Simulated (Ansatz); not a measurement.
**BSiH2 (quartet): RPA-PBE over a scan of the distance Si1–B2, 6-31G**

How well do these functionals follow the top wave-function level for BSiH2 (quartet) over a scan of the distance Si1–B2?

Computed with Ansatz 0.2.0, Gaussian basis. Level: 6-31G, all electrons in the functionals, frozen cores in the correlation of double hybrids and RPA.

To be run: RPA-PBE, at 1.512 Å; 1.693 Å; 1.871 Å; 2.066 Å; 2.231 Å; 2.633 Å; 2.933 Å; 3.465 Å; 4.189 Å; 4.961 Å; 6.507 Å.

## (1) What is computed

The geometry derives from a PBE0/def2-TZVP stationary point (not a proven minimum). One bond is set to the value named and the two fragments are kept rigid.

4 atoms, charge 0, spin multiplicity 4.

Atoms are counted from 1 here; the program's logs count them from 0.

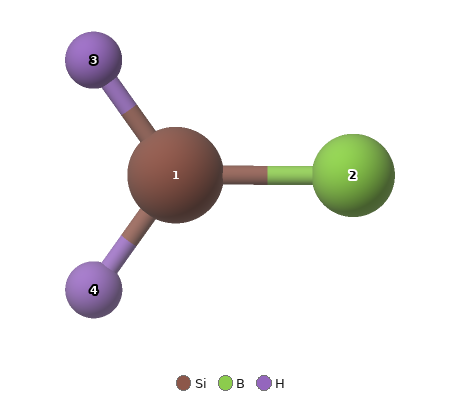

The structure; silicon brown, boron green, hydrogen purple; atoms are numbered from 1 in the order of the file.

No dispersion term is added.

The geometry shown and the zero of energy belong to the point 1.871 Å. The yardstick, FCI, and other wave-function levels (R restricted, U unrestricted, valence and pair active spaces) come from earlier runs.

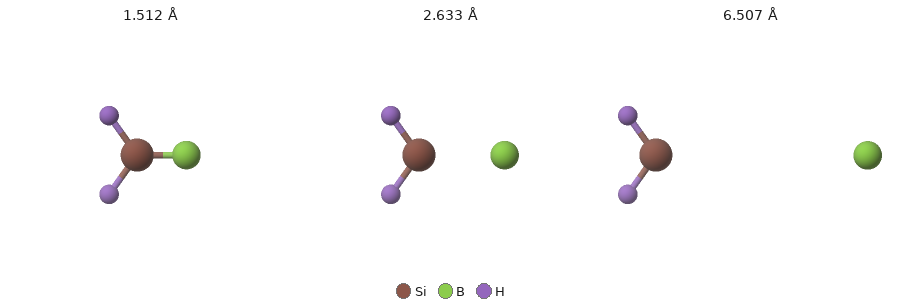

Three points of the scan; sticks are drawn by distance.

## (2) RPA-PBE, 1.512 Å

File in.yaml:

```yaml
crystal:
  periodic: [false, false, false]
  atoms:
    - {symbol: Si, position_ang: [0.000000, 0.000000, 0.357040]}
    - {symbol: B, position_ang: [0.000000, 0.000000, -1.154960]}
    - {symbol: H, position_ang: [0.000000, 1.212692, 1.219619]}
    - {symbol: H, position_ang: [0.000000, -1.212692, 1.219619]}
basis:
  gaussian: {orbitals: 6-31G}
magnetization: {spin_polarized: true, initial_magnetization: 3}
hamiltonian: {xc: {name: PBE}}
correlation: {method: rpa, electrons: outside_noble_gas}
```

Command:

```sh
> ansatz run in.yaml --threads 1 --pin off --events-out ev --progress --plain --max-ram 4096MiB --backend cpu
```

Standard output:

```text
Functional definition: PBE
  name "PBE"
  cite "Perdew, Burke & Ernzerhof, Phys. Rev. Lett. 77, 3865 (1996) doi:10.1103/PhysRevLett.77.3865"
  parent pbe
  parameter kappa = 0.804
  parameter beta = 0.06672455060314922
  exchange = pbe_x(kappa = kappa, mu = beta*pi^2/3)
  correlation = pbe_c(beta = beta)
330 factors; integrals over basis functions are off by at most 2.0e-4 eV
mean field evaluation 1: about -8570.0631 eV, gradient 1.2e1 eV
mean field evaluation 2: about -8570.0562 eV, gradient 1.2e1 eV
mean field evaluation 4: about -8571.2519 eV, gradient 2.4e0 eV
mean field evaluation 8: about -8571.3077 eV, gradient 1.0e-2 eV
mean field -8571.30768044 eV, -314.9897474151 hartree, gradient 2.8e-6 eV, S^2 3.750983; 0 other end points of the search recorded, 0 dependent functions left out
6 core orbitals not correlated: weight in the atoms' cores, before any rotation towards them, 1.000 or more for the frozen orbitals, at most 0.000 for the correlated occupied ones
reference -8556.29105250 eV, -314.4378965170 hartree; 6, 3 occupied and 14, 17 virtual orbitals, 330 factors
Total energy: -8560.55034287 eV, -314.5944225510 hartree
```

Wall time 0.57 s (1 thread of AMD EPYC 7R13, shared host).

From the report: ⟨S²⟩ of the determinant 3.751 (pure quartet: 3.75).

## (3) RPA-PBE, 1.693 Å

File in.yaml:

```yaml
crystal:
  periodic: [false, false, false]
  atoms:
    - {symbol: Si, position_ang: [0.000000, 0.000000, 0.404869]}
    - {symbol: B, position_ang: [0.000000, 0.000000, -1.288131]}
    - {symbol: H, position_ang: [0.000000, 1.212692, 1.267448]}
    - {symbol: H, position_ang: [0.000000, -1.212692, 1.267448]}
basis:
  gaussian: {orbitals: 6-31G}
magnetization: {spin_polarized: true, initial_magnetization: 3}
hamiltonian: {xc: {name: PBE}}
correlation: {method: rpa, electrons: outside_noble_gas}
```

The command is unchanged.

Standard output (excerpt; [...] marks lines left out):

```text
Functional definition: PBE
  name "PBE"
  cite "Perdew, Burke & Ernzerhof, Phys. Rev. Lett. 77, 3865 (1996) doi:10.1103/PhysRevLett.77.3865"
  parent pbe
[...]
330 factors; integrals over basis functions are off by at most 2.0e-4 eV
[...]
mean field -8573.41454786 eV, -315.0671733648 hartree, gradient 3.6e-6 eV, S^2 3.750815; 0 other end points of the search recorded, 0 dependent functions left out
6 core orbitals not correlated: weight in the atoms' cores, before any rotation towards them, 1.000 or more for the frozen orbitals, at most 0.000 for the correlated occupied ones
reference -8558.46534866 eV, -314.5178004272 hartree; 6, 3 occupied and 14, 17 virtual orbitals, 330 factors
Total energy: -8562.80550958 eV, -314.6772983990 hartree
```

Run time: 0.57 s. Hardware: 1 thread of AMD EPYC 7R13, shared host.

From the report: ⟨S²⟩ of the determinant 3.751 (pure quartet: 3.75).

## (4) RPA-PBE, 1.871 Å

File in.yaml:

```yaml
crystal:
  periodic: [false, false, false]
  atoms:
    - {symbol: Si, position_ang: [0.000000, 0.000000, 0.451790]}
    - {symbol: B, position_ang: [0.000000, 0.000000, -1.418773]}
    - {symbol: H, position_ang: [0.000000, 1.212692, 1.314369]}
    - {symbol: H, position_ang: [0.000000, -1.212692, 1.314369]}
basis:
  gaussian: {orbitals: 6-31G}
magnetization: {spin_polarized: true, initial_magnetization: 3}
hamiltonian: {xc: {name: PBE}}
correlation: {method: rpa, electrons: outside_noble_gas}
```

The command is unchanged.

Standard output (excerpt; [...] marks lines left out):

```text
Functional definition: PBE
  name "PBE"
  cite "Perdew, Burke & Ernzerhof, Phys. Rev. Lett. 77, 3865 (1996) doi:10.1103/PhysRevLett.77.3865"
  parent pbe
[...]
330 factors; integrals over basis functions are off by at most 2.0e-4 eV
[...]
mean field -8574.03111913 eV, -315.0898319411 hartree, gradient 4.6e-6 eV, S^2 3.750785; 0 other end points of the search recorded, 0 dependent functions left out
6 core orbitals not correlated: weight in the atoms' cores, before any rotation towards them, 1.000 or more for the frozen orbitals, at most 0.000 for the correlated occupied ones
reference -8559.06672946 eV, -314.5399007639 hartree; 6, 3 occupied and 14, 17 virtual orbitals, 330 factors
Total energy: -8563.53446836 eV, -314.7040871402 hartree
```

Run time: 0.51 s. Hardware: 1 thread of AMD EPYC 7R13, shared host.

From the report: ⟨S²⟩ of the determinant 3.751 (pure quartet: 3.75).

## (5) RPA-PBE, 2.066 Å

File in.yaml:

```yaml
crystal:
  periodic: [false, false, false]
  atoms:
    - {symbol: Si, position_ang: [0.000000, 0.000000, 0.503434]}
    - {symbol: B, position_ang: [0.000000, 0.000000, -1.562566]}
    - {symbol: H, position_ang: [0.000000, 1.212692, 1.366013]}
    - {symbol: H, position_ang: [0.000000, -1.212692, 1.366013]}
basis:
  gaussian: {orbitals: 6-31G}
magnetization: {spin_polarized: true, initial_magnetization: 3}
hamiltonian: {xc: {name: PBE}}
correlation: {method: rpa, electrons: outside_noble_gas}
```

Launched as before.

Standard output (excerpt; [...] marks lines left out):

```text
Functional definition: PBE
  name "PBE"
  cite "Perdew, Burke & Ernzerhof, Phys. Rev. Lett. 77, 3865 (1996) doi:10.1103/PhysRevLett.77.3865"
  parent pbe
[...]
330 factors; integrals over basis functions are off by at most 2.0e-4 eV
[...]
mean field -8573.91058449 eV, -315.0854023748 hartree, gradient 5.6e-6 eV, S^2 3.750971; 0 other end points of the search recorded, 0 dependent functions left out
6 core orbitals not correlated: weight in the atoms' cores, before any rotation towards them, 1.000 or more for the frozen orbitals, at most 0.000 for the correlated occupied ones
reference -8558.87843863 eV, -314.5329812034 hartree; 6, 3 occupied and 14, 17 virtual orbitals, 330 factors
Total energy: -8563.51487141 eV, -314.7033669656 hartree
```

It took 0.54 s on 1 thread of AMD EPYC 7R13, shared host.

From the report: ⟨S²⟩ of the determinant 3.751 (pure quartet: 3.75).

From 1.871 Å: +0.020 eV.

## (6) RPA-PBE, 2.231 Å

File in.yaml:

```yaml
crystal:
  periodic: [false, false, false]
  atoms:
    - {symbol: Si, position_ang: [0.000000, 0.000000, 0.547035]}
    - {symbol: B, position_ang: [0.000000, 0.000000, -1.683965]}
    - {symbol: H, position_ang: [0.000000, 1.212692, 1.409614]}
    - {symbol: H, position_ang: [0.000000, -1.212692, 1.409614]}
basis:
  gaussian: {orbitals: 6-31G}
magnetization: {spin_polarized: true, initial_magnetization: 3}
hamiltonian: {xc: {name: PBE}}
correlation: {method: rpa, electrons: outside_noble_gas}
```

Same command.

Standard output (excerpt; [...] marks lines left out):

```text
Functional definition: PBE
  name "PBE"
  cite "Perdew, Burke & Ernzerhof, Phys. Rev. Lett. 77, 3865 (1996) doi:10.1103/PhysRevLett.77.3865"
  parent pbe
[...]
330 factors; integrals over basis functions are off by at most 2.0e-4 eV
[...]
mean field -8573.52543590 eV, -315.0712484250 hartree, gradient 3.3e-6 eV, S^2 3.751631; 6 other end points of the search recorded, 0 dependent functions left out
6 core orbitals not correlated: weight in the atoms' cores, before any rotation towards them, 1.000 or more for the frozen orbitals, at most 0.000 for the correlated occupied ones
reference -8558.42707016 eV, -314.5163937181 hartree; 6, 3 occupied and 14, 17 virtual orbitals, 330 factors
Total energy: -8563.20724994 eV, -314.6920620851 hartree
```

Wall time 1.3 s (1 thread of AMD EPYC 7R13, shared host).

From the report: ⟨S²⟩ of the determinant 3.752 (pure quartet: 3.75).

From 1.871 Å: +0.327 eV.

## (7) RPA-PBE, 2.633 Å

File in.yaml:

```yaml
crystal:
  periodic: [false, false, false]
  atoms:
    - {symbol: Si, position_ang: [0.000000, 0.000000, 0.653262]}
    - {symbol: B, position_ang: [0.000000, 0.000000, -1.979738]}
    - {symbol: H, position_ang: [0.000000, 1.212692, 1.515841]}
    - {symbol: H, position_ang: [0.000000, -1.212692, 1.515841]}
basis:
  gaussian: {orbitals: 6-31G}
magnetization: {spin_polarized: true, initial_magnetization: 3}
hamiltonian: {xc: {name: PBE}}
correlation: {method: rpa, electrons: outside_noble_gas}
```

Same command.

Standard output (excerpt; [...] marks lines left out):

```text
Functional definition: PBE
  name "PBE"
  cite "Perdew, Burke & Ernzerhof, Phys. Rev. Lett. 77, 3865 (1996) doi:10.1103/PhysRevLett.77.3865"
  parent pbe
[...]
330 factors; integrals over basis functions are off by at most 2.0e-4 eV
[...]
mean field -8572.43542139 eV, -315.0311911307 hartree, gradient 8.4e-6 eV, S^2 3.758338; 8 other end points of the search recorded, 0 dependent functions left out
6 core orbitals not correlated: weight in the atoms' cores, before any rotation towards them, 1.000 or more for the frozen orbitals, at most 0.000 for the correlated occupied ones
reference -8557.34441248 eV, -314.4766067823 hartree; 6, 3 occupied and 14, 17 virtual orbitals, 330 factors
Total energy: -8562.33398347 eV, -314.6599701342 hartree
```

Wall time 1.9 s (1 thread of AMD EPYC 7R13, shared host).

From the report: ⟨S²⟩ of the determinant 3.758 (pure quartet: 3.75).

From 1.871 Å: +1.200 eV.

## (8) RPA-PBE, 2.933 Å

File in.yaml:

```yaml
crystal:
  periodic: [false, false, false]
  atoms:
    - {symbol: Si, position_ang: [0.000000, 0.000000, 0.732536]}
    - {symbol: B, position_ang: [0.000000, 0.000000, -2.200464]}
    - {symbol: H, position_ang: [0.000000, 1.212692, 1.595115]}
    - {symbol: H, position_ang: [0.000000, -1.212692, 1.595115]}
basis:
  gaussian: {orbitals: 6-31G}
magnetization: {spin_polarized: true, initial_magnetization: 3}
hamiltonian: {xc: {name: PBE}}
correlation: {method: rpa, electrons: outside_noble_gas}
```

Same command.

Standard output (excerpt; [...] marks lines left out):

```text
Functional definition: PBE
  name "PBE"
  cite "Perdew, Burke & Ernzerhof, Phys. Rev. Lett. 77, 3865 (1996) doi:10.1103/PhysRevLett.77.3865"
  parent pbe
[...]
330 factors; integrals over basis functions are off by at most 2.0e-4 eV
[...]
mean field -8571.86885222 eV, -315.0103700975 hartree, gradient 3.0e-6 eV, S^2 3.763020; 13 other end points of the search recorded, 0 dependent functions left out
6 core orbitals not correlated: weight in the atoms' cores, before any rotation towards them, 1.000 or more for the frozen orbitals, at most 0.000 for the correlated occupied ones
reference -8557.05917504 eV, -314.4661244998 hartree; 6, 3 occupied and 14, 17 virtual orbitals, 330 factors
Total energy: -8561.99135093 eV, -314.6473786206 hartree
```

Run time: 2.8 s. Hardware: 1 thread of AMD EPYC 7R13, shared host.

From the report: ⟨S²⟩ of the determinant 3.763 (pure quartet: 3.75).

From 1.871 Å: +1.543 eV.

## (9) RPA-PBE, 3.465 Å

File in.yaml:

```yaml
crystal:
  periodic: [false, false, false]
  atoms:
    - {symbol: Si, position_ang: [0.000000, 0.000000, 0.873116]}
    - {symbol: B, position_ang: [0.000000, 0.000000, -2.591884]}
    - {symbol: H, position_ang: [0.000000, 1.212692, 1.735695]}
    - {symbol: H, position_ang: [0.000000, -1.212692, 1.735695]}
basis:
  gaussian: {orbitals: 6-31G}
magnetization: {spin_polarized: true, initial_magnetization: 3}
hamiltonian: {xc: {name: PBE}}
correlation: {method: rpa, electrons: outside_noble_gas}
```

Same command.

Standard output (excerpt; [...] marks lines left out):

```text
Functional definition: PBE
  name "PBE"
  cite "Perdew, Burke & Ernzerhof, Phys. Rev. Lett. 77, 3865 (1996) doi:10.1103/PhysRevLett.77.3865"
  parent pbe
[...]
330 factors; integrals over basis functions are off by at most 2.0e-4 eV
[...]
mean field -8571.42494235 eV, -314.9940567110 hartree, gradient 9.3e-6 eV, S^2 3.755790; 13 other end points of the search recorded, 0 dependent functions left out
6 core orbitals not correlated: weight in the atoms' cores, before any rotation towards them, 1.000 or more for the frozen orbitals, at most 0.000 for the correlated occupied ones
reference -8557.15585719 eV, -314.4696775033 hartree; 6, 3 occupied and 14, 17 virtual orbitals, 330 factors
Total energy: -8561.92010094 eV, -314.6447602317 hartree
```

Run time: 3.1 s. Hardware: 1 thread of AMD EPYC 7R13, shared host.

From the report: ⟨S²⟩ of the determinant 3.756 (pure quartet: 3.75).

From 1.871 Å: +1.614 eV.

## (10) RPA-PBE, 4.189 Å

File in.yaml:

```yaml
crystal:
  periodic: [false, false, false]
  atoms:
    - {symbol: Si, position_ang: [0.000000, 0.000000, 1.064431]}
    - {symbol: B, position_ang: [0.000000, 0.000000, -3.124569]}
    - {symbol: H, position_ang: [0.000000, 1.212692, 1.927010]}
    - {symbol: H, position_ang: [0.000000, -1.212692, 1.927010]}
basis:
  gaussian: {orbitals: 6-31G}
magnetization: {spin_polarized: true, initial_magnetization: 3}
hamiltonian: {xc: {name: PBE}}
correlation: {method: rpa, electrons: outside_noble_gas}
```

Same command.

Standard output (excerpt; [...] marks lines left out):

```text
Functional definition: PBE
  name "PBE"
  cite "Perdew, Burke & Ernzerhof, Phys. Rev. Lett. 77, 3865 (1996) doi:10.1103/PhysRevLett.77.3865"
  parent pbe
[...]
330 factors; integrals over basis functions are off by at most 2.1e-4 eV
[...]
mean field -8571.27470477 eV, -314.9885355815 hartree, gradient 2.4e-9 eV, S^2 3.752248; 13 other end points of the search recorded, 0 dependent functions left out
6 core orbitals not correlated: weight in the atoms' cores, before any rotation towards them, 1.000 or more for the frozen orbitals, at most 0.000 for the correlated occupied ones
reference -8557.29384296 eV, -314.4747483868 hartree; 6, 3 occupied and 14, 17 virtual orbitals, 330 factors
Total energy: -8561.99357824 eV, -314.6474604726 hartree
```

It took 7 s on 1 thread of AMD EPYC 7R13, shared host.

From the report: ⟨S²⟩ of the determinant 3.752 (pure quartet: 3.75).

From 1.871 Å: +1.541 eV.

## (11) RPA-PBE, 4.961 Å

File in.yaml:

```yaml
crystal:
  periodic: [false, false, false]
  atoms:
    - {symbol: Si, position_ang: [0.000000, 0.000000, 1.268431]}
    - {symbol: B, position_ang: [0.000000, 0.000000, -3.692569]}
    - {symbol: H, position_ang: [0.000000, 1.212692, 2.131010]}
    - {symbol: H, position_ang: [0.000000, -1.212692, 2.131010]}
basis:
  gaussian: {orbitals: 6-31G}
magnetization: {spin_polarized: true, initial_magnetization: 3}
hamiltonian: {xc: {name: PBE}}
correlation: {method: rpa, electrons: outside_noble_gas}
```

The command is unchanged.

Standard output (excerpt; [...] marks lines left out):

```text
Functional definition: PBE
  name "PBE"
  cite "Perdew, Burke & Ernzerhof, Phys. Rev. Lett. 77, 3865 (1996) doi:10.1103/PhysRevLett.77.3865"
  parent pbe
[...]
330 factors; integrals over basis functions are off by at most 3.2e-4 eV
[...]
mean field -8571.24935833 eV, -314.9876041171 hartree, gradient 1.7e-9 eV, S^2 3.751930; 13 other end points of the search recorded, 0 dependent functions left out
6 core orbitals not correlated: weight in the atoms' cores, before any rotation towards them, 1.000 or more for the frozen orbitals, at most 0.000 for the correlated occupied ones
reference -8557.33761950 eV, -314.4763571449 hartree; 6, 3 occupied and 14, 17 virtual orbitals, 330 factors
Total energy: -8562.02202502 eV, -314.6485058727 hartree
```

Wall time 6 s (1 thread of AMD EPYC 7R13, shared host).

From the report: ⟨S²⟩ of the determinant 3.752 (pure quartet: 3.75).

From 1.871 Å: +1.512 eV.

## (12) RPA-PBE, 6.507 Å

File in.yaml:

```yaml
crystal:
  periodic: [false, false, false]
  atoms:
    - {symbol: Si, position_ang: [0.000000, 0.000000, 1.195460]}
    - {symbol: B, position_ang: [0.000000, 0.000000, -5.311539]}
    - {symbol: H, position_ang: [0.000000, 1.212692, 2.058039]}
    - {symbol: H, position_ang: [0.000000, -1.212692, 2.058039]}
basis:
  gaussian: {orbitals: 6-31G}
magnetization: {spin_polarized: true, initial_magnetization: 3}
hamiltonian: {xc: {name: PBE}}
correlation: {method: rpa, electrons: outside_noble_gas}
```

Same command.

Standard output (excerpt; [...] marks lines left out):

```text
Functional definition: PBE
  name "PBE"
  cite "Perdew, Burke & Ernzerhof, Phys. Rev. Lett. 77, 3865 (1996) doi:10.1103/PhysRevLett.77.3865"
  parent pbe
[...]
330 factors; integrals over basis functions are off by at most 2.0e-4 eV
[...]
mean field -8571.23299417 eV, -314.9870027452 hartree, gradient 2.4e-10 eV, S^2 3.751945; 13 other end points of the search recorded, 0 dependent functions left out
6 core orbitals not correlated: weight in the atoms' cores, before any rotation towards them, 1.000 or more for the frozen orbitals, at most 0.000 for the correlated occupied ones
reference -8557.33584095 eV, -314.4762917842 hartree; 6, 3 occupied and 14, 17 virtual orbitals, 330 factors
Total energy: -8562.01921146 eV, -314.6484024760 hartree
```

Run time: 6.5 s. Hardware: 1 thread of AMD EPYC 7R13, shared host.

From the report: ⟨S²⟩ of the determinant 3.752 (pure quartet: 3.75).

From 1.871 Å: +1.515 eV.

## (13) The comparison

The yardstick is full CI for this spin, exact in this basis with these frozen cores. It comes from earlier runs at the same points. Energies in eV, counted from 1.871 Å; blanks weren't run or aren't comparable.

| level | 1.512 Å | 1.693 Å | 1.871 Å | 2.066 Å | 2.231 Å | 2.633 Å | 2.933 Å | 3.465 Å | 4.189 Å | 4.961 Å | 6.507 Å |
| --- | --- | --- | --- | --- | --- | --- | --- | --- | --- | --- | --- |
| FCI | 2.946 | 0.707 | 0.000 | 0.046 | 0.376 | 1.297 | 1.683 | 1.872 | 1.913 | 1.916 | 1.927 |
| RPA-PBE | 2.984 | 0.729 | 0.000 | 0.020 | 0.327 | 1.200 | 1.543 | 1.614 | 1.541 | 1.512 | 1.515 |

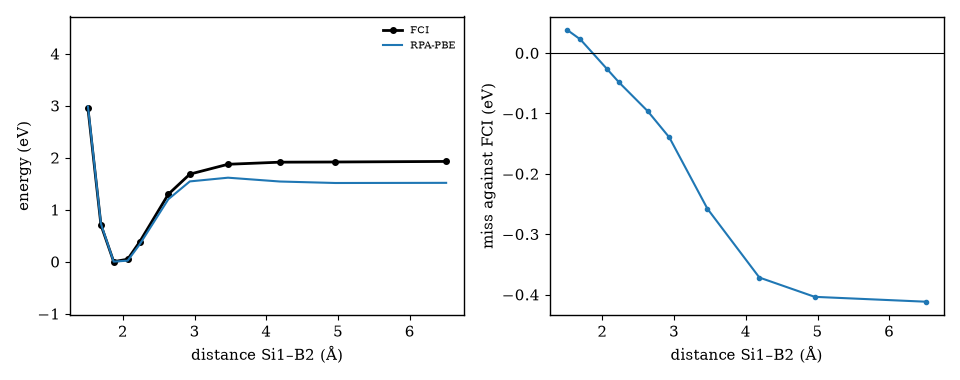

Left: the curves (the axis may cut off levels that run far away). Right: misses against FCI, in the same colours.

Largest miss and mean time a point (FCI took 12 s a point; shared hosts):

| level | largest miss (eV) | where | time a point |
| --- | --- | --- | --- |
| RPA-PBE | -0.412 | 6.507 Å | 2.8 s |

## (14) Outcome

```
             quantity                value
span of the FCI curve             2.946 eV
largest miss, RPA-PBE  -0.412 eV (6.507 Å)
```

What this shows: RPA-PBE strays by up to 0.412 eV, at 6.507 Å. Functionals and the yardstick converge differently with the basis, so part of each miss in 6-31G is the basis.
